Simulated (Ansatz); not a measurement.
**Geometry relaxation, with input and output: CH₇AlOSi (part 3 of 3)**

Continued. System: CH₇AlOSi. Method: HF/3-21G, RHF (Ansatz 0.2.0). The geometry comes from this level: PBE0-D4/def2-TZVP.

Geometry of the input (Å):
```
C  -1.5161  1.5368  -0.4274
Al -1.1482  -0.1719  0.4194
O  0.4075  -0.8233  0.3504
Si 1.9607  -1.2208  0.1134
H  -0.7966  1.7742  -1.2149
H  -1.4670  2.3454  0.3109
H  -2.5216  1.5665  -0.8570
H  -2.2265  -1.0181  1.2097
H  2.7315  -1.0466  1.3740
H  2.5735  -0.3599  -0.9363
H  2.0681  -2.6394  -0.3215
```

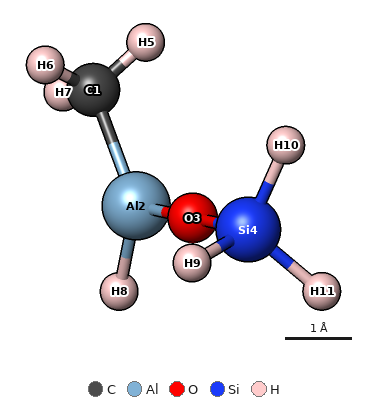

Figure 1. The geometry at step 31 of the log (ball-and-stick view, seen at a tilt; atoms are numbered from 1 in the order of the input).

Trajectory as extended XYZ, continued
```
11
Properties=species:S:1:pos:R:3:forces:R:3 step=23 energy=-17531.29969 accepted=F
C    -1.6120    1.6031   -0.4127   -0.0179   0.1064  -0.0232
Al   -1.1221   -0.1743    0.3091   -0.0021  -0.0258  -0.0128
O     0.4693   -0.7146    0.2383   -0.0122   0.0031   0.0070
Si    2.0292   -1.2468    0.1651    0.0074   0.0048   0.0010
H    -1.2385    1.7377   -1.4301   -0.0575   0.0028   0.1264
H    -1.1815    2.4059    0.1919   -0.0687  -0.0917  -0.0972
H    -2.6938    1.7423   -0.4279    0.1457  -0.0017  -0.0042
H    -2.1966   -1.1555    0.9727    0.0070   0.0061   0.0032
H     2.7131   -1.0835    1.4762   -0.0010  -0.0037   0.0004
H     2.8088   -0.4864   -0.8498   -0.0012  -0.0022  -0.0020
H     2.0895   -2.6849   -0.2121    0.0004   0.0019   0.0013
11
Properties=species:S:1:pos:R:3:forces:R:3 step=24 energy=-17531.28947 accepted=F
C    -1.6183    1.6057   -0.4163    0.1364  -0.1065   0.0475
Al   -1.0982   -0.1672    0.3276   -0.6677   0.0636  -0.0058
O     0.4729   -0.7267    0.2409    0.5488  -0.1223  -0.0072
Si    2.0392   -1.2622    0.1575   -0.3496   0.2484  -0.0169
H    -1.1781    1.7674   -1.3976    0.0125   0.0085  -0.0251
H    -1.2616    2.4111    0.2234    0.0063   0.0456   0.0149
H    -2.6949    1.7175   -0.5113   -0.0035  -0.0740   0.0386
H    -2.1918   -1.1373    1.0162    0.1711   0.1252  -0.0634
H     2.7208   -1.0837    1.4661    0.0428  -0.0563   0.0029
H     2.8010   -0.4868   -0.8618    0.0215  -0.0659   0.0163
H     2.0742   -2.6949   -0.2239    0.0813  -0.0663  -0.0017
11
Properties=species:S:1:pos:R:3:forces:R:3 step=25 energy=-17531.30031
C    -1.6120    1.6023   -0.4160   -0.0008   0.0027   0.0000
Al   -1.1186   -0.1686    0.3206    0.0043  -0.0023   0.0008
O     0.4701   -0.7149    0.2415   -0.0029   0.0001  -0.0003
Si    2.0281   -1.2512    0.1574    0.0021  -0.0012   0.0002
H    -1.1754    1.7659   -1.3991   -0.0024  -0.0002   0.0008
H    -1.2555    2.4080    0.2250    0.0004  -0.0008  -0.0024
H    -2.6902    1.7084   -0.5048    0.0009   0.0015   0.0010
H    -2.1870   -1.1333    1.0161   -0.0009  -0.0009  -0.0009
H     2.7214   -1.0915    1.4639   -0.0003   0.0007   0.0002
H     2.8026   -0.4930   -0.8631   -0.0001   0.0004   0.0004
H     2.0819   -2.6892   -0.2208   -0.0002  -0.0001   0.0002
11
Properties=species:S:1:pos:R:3:forces:R:3 step=26 energy=-17531.30046
C    -1.6121    1.6034   -0.4139   -0.0081   0.0142  -0.0094
Al   -1.1206   -0.1737    0.3109   -0.0068   0.0155   0.0077
O     0.4695   -0.7161    0.2379    0.0059  -0.0042  -0.0025
Si    2.0292   -1.2492    0.1617   -0.0043   0.0012  -0.0007
H    -1.2104    1.7541   -1.4148   -0.0130   0.0005   0.0268
H    -1.2168    2.4065    0.2085   -0.0106  -0.0232  -0.0205
H    -2.6918    1.7276   -0.4631    0.0347  -0.0022   0.0024
H    -2.1915   -1.1452    0.9934    0.0000  -0.0019  -0.0044
H     2.7165   -1.0848    1.4708   -0.0001  -0.0001  -0.0007
H     2.8059   -0.4916   -0.8575    0.0011  -0.0003   0.0005
H     2.0873   -2.6880   -0.2131    0.0011   0.0004   0.0008
11
Properties=species:S:1:pos:R:3:forces:R:3 step=27 energy=-17531.30015 accepted=F
C    -1.6117    1.6043   -0.4119   -0.0154   0.0575   0.0100
Al   -1.1212   -0.1730    0.3129   -0.0025  -0.0192  -0.0627
O     0.4697   -0.7142    0.2400   -0.0050   0.0082   0.0185
Si    2.0294   -1.2468    0.1653    0.0078  -0.0081   0.0024
H    -1.2410    1.7399   -1.4282   -0.0250  -0.0078   0.0680
H    -1.1840    2.4079    0.1900   -0.0321  -0.0437  -0.0512
H    -2.6917    1.7426   -0.4266    0.0755  -0.0031  -0.0017
H    -2.1971   -1.1595    0.9648    0.0017   0.0079   0.0180
H     2.7154   -1.0817    1.4751   -0.0007   0.0023   0.0000
H     2.8076   -0.4902   -0.8534   -0.0011   0.0017  -0.0008
H     2.0897   -2.6863   -0.2074   -0.0033   0.0043  -0.0005
11
Properties=species:S:1:pos:R:3:forces:R:3 step=28 energy=-17531.30058
C    -1.6120    1.6036   -0.4131   -0.0038   0.0120   0.0002
Al   -1.1212   -0.1744    0.3093   -0.0041   0.0031  -0.0050
O     0.4695   -0.7158    0.2379    0.0009  -0.0007   0.0021
Si    2.0294   -1.2482    0.1635   -0.0002   0.0008  -0.0006
H    -1.2255    1.7482   -1.4206   -0.0084   0.0002   0.0172
H    -1.2011    2.4058    0.1997   -0.0071  -0.0140  -0.0150
H    -2.6911    1.7351   -0.4454    0.0218  -0.0016   0.0005
H    -2.1940   -1.1507    0.9816    0.0010   0.0002   0.0002
H     2.7154   -1.0827    1.4731   -0.0008  -0.0006   0.0001
H     2.8071   -0.4908   -0.8550    0.0003  -0.0003  -0.0005
H     2.0888   -2.6872   -0.2103    0.0005   0.0010   0.0008
11
Properties=species:S:1:pos:R:3:forces:R:3 step=29 energy=-17531.30067
C    -1.6118    1.6042   -0.4115   -0.0056   0.0217  -0.0012
Al   -1.1226   -0.1774    0.3028   -0.0063  -0.0004  -0.0028
O     0.4691   -0.7162    0.2361    0.0026  -0.0003   0.0022
Si    2.0300   -1.2464    0.1668   -0.0022   0.0002  -0.0011
H    -1.2530    1.7393   -1.4309   -0.0117   0.0002   0.0260
H    -1.1726    2.4037    0.1852   -0.0123  -0.0212  -0.0210
H    -2.6899    1.7492   -0.4135    0.0318  -0.0027  -0.0016
H    -2.1976   -1.1598    0.9631    0.0030   0.0023  -0.0010
H     2.7121   -1.0783    1.4782   -0.0006   0.0004  -0.0002
H     2.8093   -0.4895   -0.8509    0.0004  -0.0003   0.0004
H     2.0923   -2.6859   -0.2045    0.0010   0.0001   0.0003
11
Properties=species:S:1:pos:R:3:forces:R:3 step=30 energy=-17531.30072
C    -1.6117    1.6043   -0.4109   -0.0053   0.0242   0.0015
Al   -1.1233   -0.1785    0.3004   -0.0065  -0.0055  -0.0083
O     0.4688   -0.7163    0.2356    0.0037  -0.0004   0.0029
Si    2.0302   -1.2456    0.1685   -0.0016   0.0021   0.0004
H    -1.2679    1.7346   -1.4361   -0.0097  -0.0018   0.0238
H    -1.1578    2.4025    0.1765   -0.0117  -0.0183  -0.0188
H    -2.6885    1.7564   -0.3968    0.0282  -0.0030  -0.0021
H    -2.1996   -1.1645    0.9534    0.0033   0.0036   0.0008
H     2.7104   -1.0765    1.4807   -0.0004  -0.0002   0.0004
H     2.8105   -0.4883   -0.8482   -0.0004  -0.0008  -0.0004
H     2.0942   -2.6852   -0.2023    0.0003   0.0000  -0.0003
11
Properties=species:S:1:pos:R:3:forces:R:3 step=31 energy=-17531.30078
C    -1.6113    1.6045   -0.4099   -0.0086   0.0270  -0.0053
Al   -1.1248   -0.1814    0.2943    0.0010  -0.0015   0.0038
O     0.4682   -0.7172    0.2338    0.0021  -0.0021  -0.0013
Si    2.0304   -1.2443    0.1709   -0.0002   0.0004   0.0000
H    -1.2885    1.7293   -1.4427   -0.0087  -0.0021   0.0237
H    -1.1377    2.4000    0.1652   -0.0118  -0.0205  -0.0167
H    -2.6863    1.7665   -0.3739    0.0276  -0.0030  -0.0025
H    -2.2018   -1.1699    0.9418    0.0006   0.0008  -0.0022
H     2.7072   -1.0733    1.4846   -0.0004   0.0006   0.0002
H     2.8123   -0.4873   -0.8448   -0.0006   0.0008   0.0002
H     2.0977   -2.6841   -0.1986   -0.0010  -0.0005   0.0002
11
Properties=species:S:1:pos:R:3:forces:R:3 step=32 energy=-17531.30081
C    -1.6112    1.6046   -0.4094   -0.0066   0.0235  -0.0025
Al   -1.1252   -0.1822    0.2926    0.0021  -0.0050  -0.0029
O     0.4681   -0.7174    0.2336   -0.0005  -0.0003   0.0000
Si    2.0307   -1.2437    0.1722    0.0000   0.0008   0.0014
H    -1.3015    1.7251   -1.4465   -0.0051  -0.0031   0.0166
H    -1.1258    2.3988    0.1571   -0.0085  -0.0134  -0.0115
H    -2.6845    1.7726   -0.3601    0.0195  -0.0030  -0.0015
H    -2.2034   -1.1734    0.9337   -0.0001   0.0004   0.0007
H     2.7056   -1.0724    1.4869    0.0004   0.0001   0.0000
H     2.8132   -0.4858   -0.8423   -0.0005   0.0001  -0.0001
H     2.0992   -2.6833   -0.1973   -0.0007   0.0000  -0.0002
11
Properties=species:S:1:pos:R:3:forces:R:3 step=33 energy=-17531.30084
C    -1.6112    1.6048   -0.4090    0.0009   0.0012  -0.0003
Al   -1.1258   -0.1834    0.2897    0.0046  -0.0028   0.0056
O     0.4679   -0.7179    0.2327   -0.0053   0.0002  -0.0019
Si    2.0308   -1.2432    0.1733    0.0016   0.0016   0.0012
H    -1.3115    1.7221   -1.4489    0.0008   0.0002  -0.0040
H    -1.1168    2.3971    0.1508    0.0022   0.0021   0.0015
H    -2.6825    1.7773   -0.3496   -0.0045  -0.0002   0.0001
H    -2.2045   -1.1753    0.9291   -0.0002  -0.0011  -0.0016
H     2.7041   -1.0716    1.4888   -0.0001  -0.0010   0.0002
H     2.8142   -0.4843   -0.8398   -0.0001  -0.0008  -0.0009
H     2.1005   -2.6827   -0.1965    0.0002   0.0006   0.0001
11
Properties=species:S:1:pos:R:3:forces:R:3 step=34 energy=-17531.30085
C    -1.6110    1.6051   -0.4085    0.0005   0.0014   0.0008
Al   -1.1262   -0.1840    0.2886    0.0038  -0.0035   0.0003
O     0.4678   -0.7179    0.2327   -0.0036   0.0017   0.0005
Si    2.0310   -1.2424    0.1745    0.0009  -0.0021  -0.0012
H    -1.3205    1.7190   -1.4514    0.0000   0.0001  -0.0011
H    -1.1083    2.3967    0.1451    0.0002   0.0005  -0.0001
H    -2.6812    1.7815   -0.3398   -0.0016   0.0005  -0.0001
H    -2.2056   -1.1783    0.9228   -0.0003   0.0001  -0.0001
H     2.7032   -1.0709    1.4906   -0.0001   0.0008  -0.0005
H     2.8146   -0.4838   -0.8386    0.0002   0.0010   0.0009
H     2.1016   -2.6819   -0.1952   -0.0002  -0.0003   0.0006
11
Properties=species:S:1:pos:R:3:forces:R:3 step=35 energy=-17531.30085
C    -1.6108    1.6054   -0.4077   -0.0019   0.0066  -0.0028
Al   -1.1268   -0.1855    0.2858    0.0019  -0.0010  -0.0007
O     0.4675   -0.7184    0.2320   -0.0026   0.0007   0.0000
Si    2.0312   -1.2418    0.1760    0.0015   0.0003   0.0012
H    -1.3350    1.7146   -1.4555   -0.0031   0.0003   0.0096
H    -1.0948    2.3955    0.1363   -0.0058  -0.0066  -0.0056
H    -2.6792    1.7884   -0.3241    0.0106  -0.0003  -0.0010
H    -2.2075   -1.1825    0.9138    0.0001   0.0004   0.0001
H     2.7015   -1.0690    1.4928   -0.0002  -0.0002   0.0003
H     2.8157   -0.4824   -0.8359   -0.0004  -0.0007  -0.0007
H     2.1035   -2.6814   -0.1928    0.0000   0.0005  -0.0005
11
Properties=species:S:1:pos:R:3:forces:R:3 step=36 energy=-17531.30086
C    -1.6109    1.6054   -0.4078    0.0003   0.0004  -0.0001
Al   -1.1267   -0.1852    0.2863    0.0018  -0.0014  -0.0010
O     0.4676   -0.7183    0.2322   -0.0028   0.0012   0.0006
Si    2.0312   -1.2419    0.1758    0.0011  -0.0007  -0.0003
H    -1.3324    1.7155   -1.4546   -0.0007   0.0003   0.0015
H    -1.0975    2.3956    0.1378   -0.0010  -0.0007  -0.0010
H    -2.6794    1.7872   -0.3270    0.0014   0.0003  -0.0001
H    -2.2071   -1.1817    0.9154    0.0001   0.0003   0.0002
H     2.7019   -1.0694    1.4925   -0.0002   0.0002  -0.0001
H     2.8155   -0.4828   -0.8364    0.0000   0.0001   0.0001
H     2.1031   -2.6815   -0.1934    0.0000   0.0001   0.0002
11
Properties=species:S:1:pos:R:3:forces:R:3 step=37 energy=-17531.30086
C    -1.6109    1.6054   -0.4078   -0.0001   0.0002  -0.0007
Al   -1.1267   -0.1855    0.2857    0.0016  -0.0001   0.0009
O     0.4676   -0.7184    0.2320   -0.0019   0.0007  -0.0002
Si    2.0312   -1.2418    0.1760    0.0005  -0.0010  -0.0002
H    -1.3337    1.7154   -1.4549   -0.0003   0.0001   0.0007
H    -1.0964    2.3954    0.1371   -0.0003  -0.0004  -0.0003
H    -2.6792    1.7878   -0.3256    0.0006   0.0001   0.0000
H    -2.2072   -1.1819    0.9148   -0.0001  -0.0001  -0.0004
H     2.7016   -1.0692    1.4928    0.0000   0.0004  -0.0003
H     2.8156   -0.4828   -0.8363    0.0001   0.0003   0.0004
H     2.1034   -2.6814   -0.1930   -0.0001  -0.0001   0.0001
11
Properties=species:S:1:pos:R:3:forces:R:3 step=38 energy=-17531.30086
C    -1.6108    1.6055   -0.4077    0.0003  -0.0007  -0.0001
Al   -1.1268   -0.1857    0.2852    0.0009  -0.0001   0.0000
O     0.4675   -0.7185    0.2319   -0.0015   0.0005  -0.0001
Si    2.0313   -1.2417    0.1762    0.0005  -0.0003   0.0001
H    -1.3364    1.7147   -1.4555    0.0000   0.0001  -0.0002
H    -1.0940    2.3951    0.1355    0.0002   0.0004   0.0002
H    -2.6787    1.7890   -0.3228   -0.0005   0.0001   0.0001
H    -2.2076   -1.1827    0.9130    0.0000  -0.0001   0.0000
H     2.7013   -1.0687    1.4932    0.0000   0.0000  -0.0001
H     2.8158   -0.4827   -0.8359    0.0000  -0.0001   0.0000
H     2.1037   -2.6814   -0.1925    0.0000   0.0001   0.0000
```

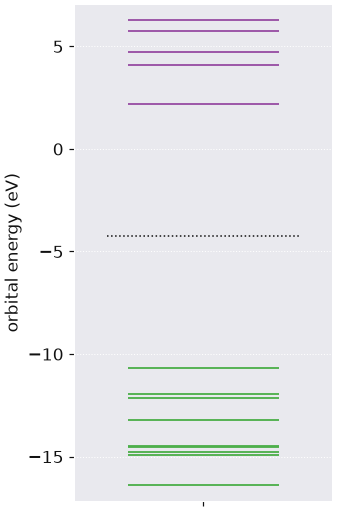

Figure 2. Orbital energies near the frontier; the dotted line parts filled from empty levels, and levels within 0.02 eV of each other stand side by side. Highest filled −10.66 eV, lowest empty 2.21 eV, 12.87 eV apart.
